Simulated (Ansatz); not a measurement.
```
Li Ge Br
1.0
     4.16683    0.00000    0.00000
     0.00000    4.16683    0.00000
     0.00000    0.00000   11.99096
Li Ge Br
6 1 2
Cartesian
  2.0834 2.0834 5.9955
  0.0000 2.0834 1.7244
  2.0834 0.0000 1.7244
  0.0000 2.0834 10.2665
  2.0834 0.0000 10.2665
  0.0000 0.0000 5.9955
  2.0834 2.0834 0.0000
  0.0000 0.0000 3.2852
  0.0000 0.0000 8.7058
```

Space group P4/mmm; a structure generated by program, which may or may not match a known phase.

Computed with DFT PBE, scalar-relativistic, plane waves, PAW (Ansatz).

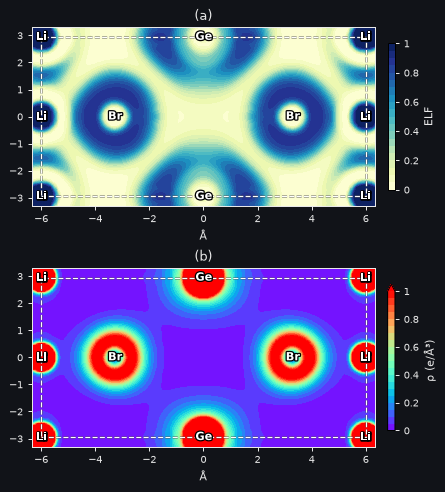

Li6GeBr2. (a) ELF; (b) valence electron density on the (11̄0) plane of the conventional cell.

In a PAW calculation such maps are meaningful between the atoms, not at the nuclei.

Describe what can be read from this map.

Atoms in the plane: Li, Ge and Br. Li–Br (2.71 Å): ρ is about 0.21 e/Å³ halfway; the ELF is about 0.75 at the midpoint. Between the atoms the lowest density in this plane is 0.004 e/Å³. The features right at Li lie inside the PAW spheres, where the map follows smoothed inner orbitals and isn't to be read closely.
